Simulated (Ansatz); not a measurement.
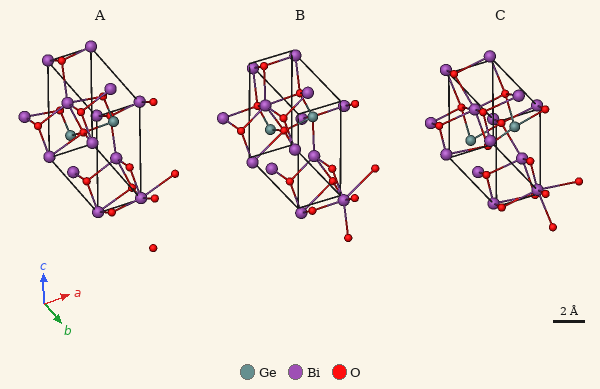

3 geometries from one relaxation of solid GeBi$_{2}$O$_{4}$ (built on the CaY2Te4-10 type type), in shuffled order. Style: ball-and-stick. Shown: the cell of the calculation, reduced to other axes, from a free direction. Lengths and directions refer to the drawn axes.

Case: shaken.

Computed with Ansatz, DFT, PBEsol, plane waves, PAW. (plane-wave cutoff 420 eV; k-point mesh 4 × 6 × 4; occupations fermi dirac; smearing width 0.05 eV; no spin polarisation; cell and atoms relaxed; force threshold 0.01 eV/Å; at most 120 steps)

Q: Put them in the order of the run, from the start to the converged end.

A: C, A, B. They are steps 0, 5, 30, at +562 meV per atom, +94.4 meV per atom relative to the last. The largest move relative to the cell is that of an O atom, 1.03 Å along [−1 −1 3]. By element the largest moves are O 1.03 Å, Bi 0.78 Å, Ge 0.46 Å. The drawn cell changes as follows: a 3.610 → 3.429 Å (−5.0 %), b 5.492 → 5.539 Å (+0.9 %), c 5.969 → 6.668 Å (+11.7 %), α 107.0° → 107.9°, β 90.3° → 90.0°, γ 92.3° → 90.0°; the volume changes by +6.7 %. Near-neighbour distances that change, for instance: Ge–O 2.323 → 3.123 Å, Ge–O 2.643 → 2.061 Å, Bi–O 2.448 → 2.991 Å, Bi–O 2.614 → 2.146 Å. New bonds form, among them: Ge–O (2.64 → 2.06 Å). Among the angles between lasting bonds that change: Ge–O–Bi 173.1° → 141.4°, O–Bi–O 96.2° → 69.9°, Bi–O–Bi 89.9° → 116.3°. The space group (tolerance 0.01 Å) goes from P1 (No. 1) to Pm (No. 6). After 25 accepted moves (30 points after the start) the energy has fallen by 562 meV per atom. Largest force component: 5.7 eV/Å at the start, 0.0043 eV/Å at the end. The pressure goes from 1.45 to 0.01 GPa. The line search rejected the trial step at point 6 of the run. At 4 points the geometry stayed and the basis and grid were re-selected for the new cell (energy shift of 8.0 meV per atom at most each time). The run took 4.5 min on 4 threads of Arm Neoverse V1 (shared host), peak memory 0.56 GiB.
